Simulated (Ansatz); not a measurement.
# C₂H₃ClGe: a ladder of functionals and wavefunction methods

How much do the methods differ for C₂H₃ClGe? The plan is to run it at one geometry with functionals of several rungs and with coupled cluster, and see how far each lands from CCSD(T) at the basis-set limit for the atomisation energy.

The runs use Ansatz 0.2.0, Gaussian basis; functionals in def2-TZVPP, the program's frozen cores in correlated methods.

Plan: LDA (SPW92), PBE-D4, revPBE-D4, BLYP-D4, r2SCAN-D4, B97M-V, PBE0-D4, B3LYP-D4, r2SCANh-D4, r2SCAN0-D4, HSE06-D4, BHLYP-D4, CAM-B3LYP-D4, LC-ωPBE, ωB97X-V, ωB97M-V, B2PLYP, PBE-QIDH; CCSD(T)/def2-SVP; CCSD(T)/def2-TZVPP; MP2/def2-QZVPP; extrapolation to the limit; RPA on PBE.

## Step 1: Structure used throughout

All runs share one geometry, relaxed beforehand with PBE0-D4 in a triple-zeta def2 set.

SMILES `Cl[C]1=[CH][GeH2]1`, 7 atoms, charge 0, spin multiplicity 1.

Atoms are counted from 1 here; the program's logs count them from 0.

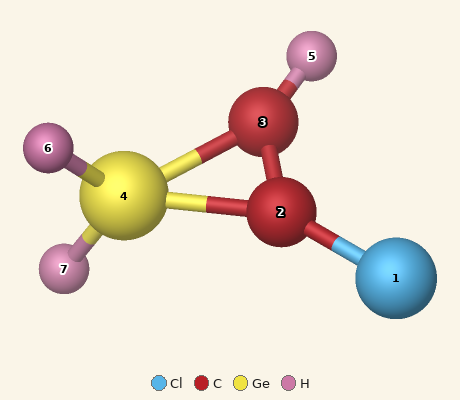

The geometry (chlorine blue, carbon red, germanium yellow, hydrogen pink); atoms are numbered from 1 in the order of the file.

Geometry (Å):

```xyz
7
charge 0, multiplicity 1
Cl   -1.2741   -2.1375    0.8733
C    -0.3774   -0.7991    0.3212
C     0.9007   -0.4936    0.2108
Ge   -0.2082    0.9490   -0.4146
H     1.8621   -0.9459    0.4159
H    -0.4382    2.1818    0.4633
H    -0.4035    1.1771   -1.9157
```

## Step 2: LDA

This LDA is Slater exchange with PW92 correlation.

File in.yaml:

```yaml
crystal:
  periodic: [false, false, false]
  atoms:
    - {symbol: Cl, position_ang: [-1.274080, -2.137499, 0.873293]}
    - {symbol: C, position_ang: [-0.377436, -0.799093, 0.321178]}
    - {symbol: C, position_ang: [0.900651, -0.493587, 0.210849]}
    - {symbol: Ge, position_ang: [-0.208209, 0.948993, -0.414589]}
    - {symbol: H, position_ang: [1.862078, -0.945941, 0.415944]}
    - {symbol: H, position_ang: [-0.438249, 2.181820, 0.463347]}
    - {symbol: H, position_ang: [-0.403455, 1.177107, -1.915721]}
basis:
  gaussian: {orbitals: def2-TZVPP}
hamiltonian: {xc: lda}
output: {orbitals: {seedname: orbitals}}
```

Started as:

```sh
$ ansatz run in.yaml --threads 2 --pin off --events-out ev --progress --plain --max-ram 4352MiB
```

The runs that follow: PBE-D4 (GGA); revPBE-D4 (GGA); BLYP-D4 (GGA); r2SCAN-D4 (meta-GGA); B97M-V (meta-GGA); B3LYP-D4 (hybrid); r2SCANh-D4 (hybrid); r2SCAN0-D4 (hybrid); HSE06-D4 (hybrid); BHLYP-D4 (hybrid); CAM-B3LYP-D4 (range-separated); LC-ωPBE (range-separated); ωB97X-V (range-separated); ωB97M-V (range-separated); B2PLYP (double hybrid); PBE-QIDH (double hybrid); CCSD(T) in def2-SVP; CCSD(T) in def2-TZVPP; MP2 in def2-QZVPP; RPA on PBE orbitals.

Before running them: what should the planned runs give, taken together? Wanted: atomisation energy, CCSD(T)/CBS; farthest beyond LDA; mean size of error, GGA; mean size of error, meta-GGA; mean size of error, hybrid; mean size of error, range-separated; mean size of error, double hybrid; gap, smallest and largest; T1 diagnostic.

The runs gave:

| quantity | value |
| --- | --- |
| atomisation energy, CCSD(T)/CBS | 2343.7 kJ/mol |
| functionals within 23.4 kJ/mol (1.0 %) | revPBE-D4, BLYP-D4, r2SCAN-D4, PBE0-D4, r2SCANh-D4, CAM-B3LYP-D4, LC-ωPBE, ωB97X-V, ωB97M-V, PBE-QIDH |
| farthest beyond LDA | BHLYP-D4 (-110.7 kJ/mol) |
| mean size of error, GGA | 35.9 kJ/mol |
| mean size of error, meta-GGA | 26.2 kJ/mol |
| mean size of error, hybrid | 35.4 kJ/mol |
| mean size of error, range-separated | 11.8 kJ/mol |
| mean size of error, double hybrid | 19.8 kJ/mol |
| gap, smallest and largest | 4.90 eV (BLYP-D4), 11.67 eV (LC-ωPBE) |
| T1 diagnostic | 0.0126 |
| triples share of the correlation energy | 4.7 % |

What this shows: The LDA atomisation energy is off by 417.0 kJ/mol (18 %): it overbinds. PBE-D4 misses by +80.2 kJ/mol. Double hybrids carry the basis error of their MP2 part in triple zeta, and no dispersion term here, so their miss is partly the set-up's. The rungs range-separated, double hybrid miss on average by less than the doubt on the reference (23.4 kJ/mol), so they tie. Misses under about 23.4 kJ/mol are within the doubt on the reference itself, which lacks core-valence correlation, relativity and higher excitations, and its outer-core shells are covered unevenly. Hartree-Fock recovers 68 % of the binding; the rest is correlation. CCSD(T) in def2-SVP is off by -147.3 kJ/mol, which most functionals beat. The gap grows from 4.9 to 11.7 eV across the functionals, mostly with the share of exact exchange. Correlated methods include outer-core shells of Ge, which these sets cover unevenly.
